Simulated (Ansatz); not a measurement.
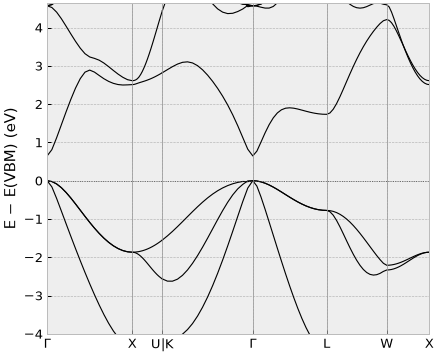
Band structure from the program Ansatz at the PBEsol level (PAW)

Problem. Read off the gap and where the band edges lie.

Solution. About 0.6 eV (0.65 eV by a search for the band edges); maximum at Γ, minimum at Γ.

The material is CdTe (zinc blende, F-43m).

The PBEsol relaxation kept the symmetry of its start. Scalar-relativistic: spin–orbit coupling is off unless named, which matters more the heavier the elements.

Potentials: the later of the program's two PAW sets.
